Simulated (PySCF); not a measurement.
Vertical excitations of a molecule C2H4Cl2Ge from TDA-B3LYP/def2-SVPD in PySCF, as energy in eV (oscillator strength): 6.04 (0.013), 6.38 (0.021), 6.55 (0.030), 6.60 (0.012), 6.71 (0.016), 6.89 (0.031), 7.07 (0.041), 7.14 (0.105), 7.21 (0.024), 7.28 (0.005). Lowest triplet (TDA): 4.29 eV. The structure is a stationary point at PBE0-D3(BJ)/def2-SVP. The values are those of a single conformer.

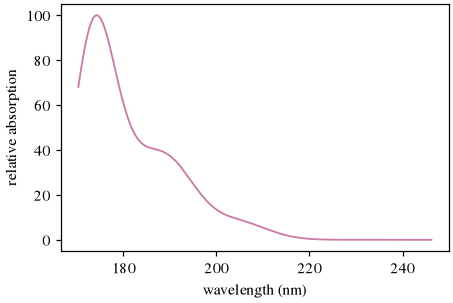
Fig. 1. The lines broadened by 0.4 eV.

Task: Which molecule gave these data?
(A) C=[C](Cl)[GeH2][Cl]
(B) Cl/C=[CH]\[GeH2][Cl]
(C) C=[CH][GeH]([Cl])[Cl]
(D) ClC(Cl)=[CH][GeH3]

Result: C, C=[CH][GeH]([Cl])[Cl]
